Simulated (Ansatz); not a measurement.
MoSe

```yaml
crystal:
  lattice:
    - [5.67858, 0.00000, 0.00000]
    - [0.00000, 0.00000, -5.67858]
    - [0.00000, 5.67858, 0.00000]
  atoms:
    - { symbol: Mo, position: [0.50000, 0.50000, 0.00000] }
    - { symbol: Mo, position: [0.00000, 0.50000, 0.50000] }
    - { symbol: Mo, position: [0.00000, 0.00000, 0.00000] }
    - { symbol: Mo, position: [0.50000, 0.00000, 0.50000] }
    - { symbol: Se, position: [0.25000, 0.75000, 0.25000] }
    - { symbol: Se, position: [0.75000, 0.75000, 0.75000] }
    - { symbol: Se, position: [0.75000, 0.25000, 0.25000] }
    - { symbol: Se, position: [0.25000, 0.25000, 0.75000] }
```

Space group F-43m; started from the zinc blende prototype, which need not be the ambient phase; spin-polarised.

Theory: DFT PBE, scalar-relativistic, plane waves, PAW (Ansatz 0.2.0).

**Predict the valence pseudo-density, electron localisation function and spin density between the atoms.**

Mo–Se (2.46 Å): ρ at the midpoint is about 0.58 e/Å³; the ELF is about 0.45 at the midpoint.
The spin density sits on Mo: +0.8 μB (×4) in one cell of 8 atoms: parallel main moments, as they must be, since the calculation's own cell holds one magnetic site. The cell of the calculation (2 atoms) carries 1.2 μB of net spin moment.

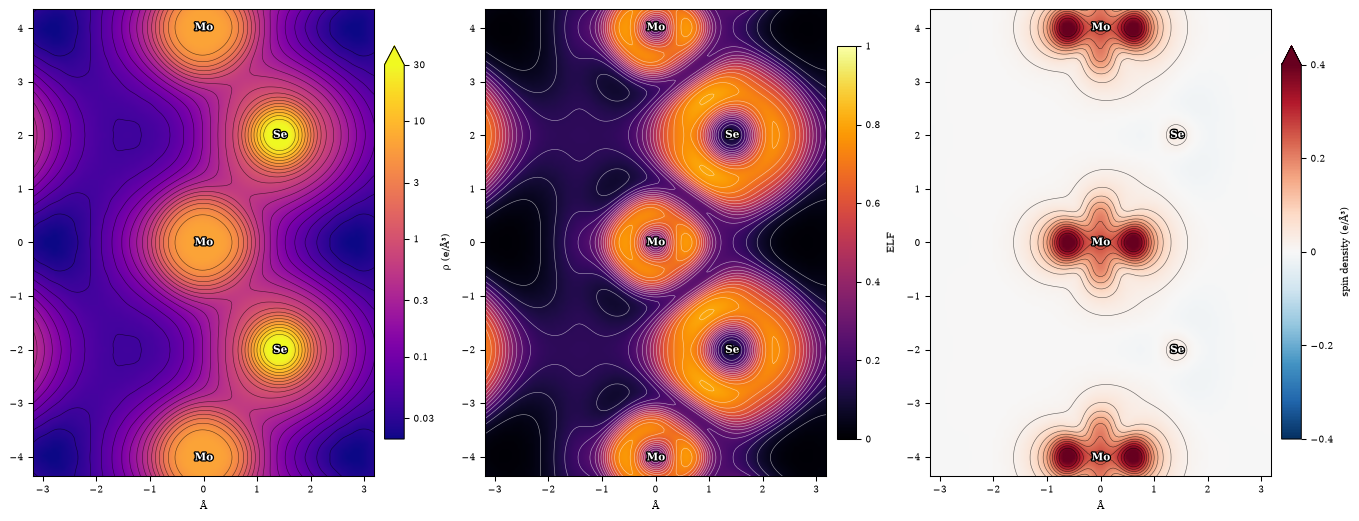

Computed valence pseudo-density, electron localisation function and spin density on the (101) plane of the conventional cell, in this order. 
